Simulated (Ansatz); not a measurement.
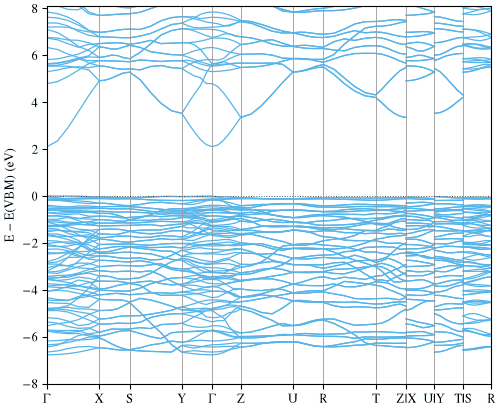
*Band structure from DFT-PBE in the program Ansatz with PAW potentials*

Read off the gap and where the band edges lie.

About 2.1 eV (2.10 eV by a search for the band edges); maximum on the Γ–X line, 19 % of the way from Γ, minimum at Γ.

The material is Ga₂O₃ in space group Pna2_1 (No. 33; Pearson symbol oP40).

The start of the workflow was typed in or built on a structure type; neither database checked (COD, Materials Project) lists it. It is not the phase usual at ambient conditions (space group No. 12, 167). The PBE relaxation kept the symmetry of its start; its stability against distortions is not shown here. Scalar-relativistic: spin–orbit coupling is off unless named, which matters more the heavier the elements.

Potentials: the later of the program's two PAW sets.
